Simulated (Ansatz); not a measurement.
System: Cl₃F₂HMoO···HCl.

Input

```
crystal:
  periodic: [false, false, false]
  atoms:
    - { symbol: Mo, position_ang: [-0.021329, -0.184323, -0.318246] }
    - { symbol: Cl, position_ang: [0.06252, 0.021509, 3.191954] }
    - { symbol: Cl, position_ang: [2.866263, -0.480756, -0.235442] }
    - { symbol: Cl, position_ang: [-0.322459, 2.844073, 0.598344] }
    - { symbol: Cl, position_ang: [-2.328973, 0.010293, -0.30211] }
    - { symbol: F, position_ang: [0.048544, -1.773802, 0.538017] }
    - { symbol: F, position_ang: [0.290296, 0.312085, -2.044118] }
    - { symbol: O, position_ang: [0.556062, 1.429122, 0.457646] }
    - { symbol: H, position_ang: [3.01399, 0.740063, 0.117487] }
    - { symbol: H, position_ang: [0.412787, 1.176435, 2.655268] }
basis:
  gaussian: { orbitals: def2-SVP }
hamiltonian:
  xc: hf
relax:
  f_tol: 0.03
  max_steps: 50
output:
  orbitals: {}
```

Launched as:

```sh
ansatz run input.yaml --threads 4 --pin off --max-ram 5120MiB --backend cpu --events-out ev --progress --plain --runs-dir out
```

The fields are those of the run's last geometry, not of the input's.

Core potentials replace the inner electrons of Mo.

Method: RHF/def2-SVP in Ansatz.

**What will maps of the electron density and electron localisation function show?**

Cl–O (1.67 Å): the density is about 1.4 e/Å³ at the midpoint; the ELF peaks at about 0.80 between the atoms: a shared electron pair.
Mo–O (1.89 Å): the density is about 1 e/Å³ at the midpoint; the ELF peaks at about 0.85 in the valence shell of O, 0.5 Å from its nucleus, and is about 0.20 at the midpoint.
Mo–Cl (2.32 Å): ρ at the midpoint is about 0.59 e/Å³; the ELF peaks at about 0.85 in the valence shell of Cl, 0.8 Å from its nucleus, and is about 0.35 at the midpoint.
Cl–H (1.29 Å): ρ is about 1.9 e/Å³ halfway; the ELF climbs to about 1 towards the hydrogen, as it does in any bond to H.

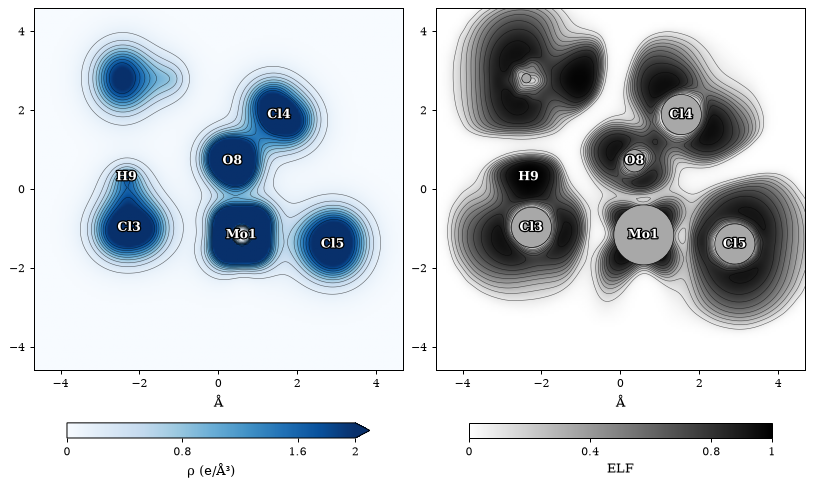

Computed electron density and electron localisation function on the plane of atoms Cl5, Mo1 and O8, in this order. Grey discs cover the atomic cores in the ELF map. 
